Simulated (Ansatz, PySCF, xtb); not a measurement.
HCl (SMILES Cl) and ClH3Si (SMILES [SiH3]Cl) are pulled apart as rigid monomers along the line of their centres of mass, from the B3LYP-D3(BJ)/def2-TZVP minimum. Starting geometry (charge 0, multiplicity 1):
```xyz
7

Cl    -0.3135    -0.4178     0.9692
H      0.5898    -0.1007     1.8322
Si    -0.5310     0.3603     4.7936
Cl     1.4198     0.4967     4.0786
H     -1.0033    -1.0155     4.5609
H     -1.3511     1.3404     4.0609
H     -0.4903     0.6721     6.2343
```

Interaction energies with rigid monomers; basis-set methods are counterpoise corrected unless marked otherwise.

Frozen-core correlation. Rows in 6-31G* carry no dispersion term and start afresh at each structure (6-31G* with six Cartesian d functions).

Codes used: Ansatz (Gaussian orbitals); PySCF for 6-31G* rows, the dispersion terms; xtb for the GFN methods. Values without a source in brackets are computed.

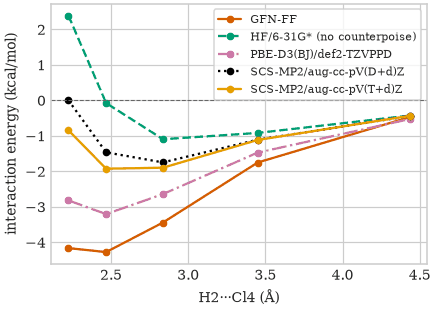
Interaction energy against separation

Task: Which level binds most strongly at H2···Cl4 = 2.47, and by how much?

Result: GFN-FF, -4.3 kcal/mol.

Ansatz is a quantum-chemistry and plane-wave program.
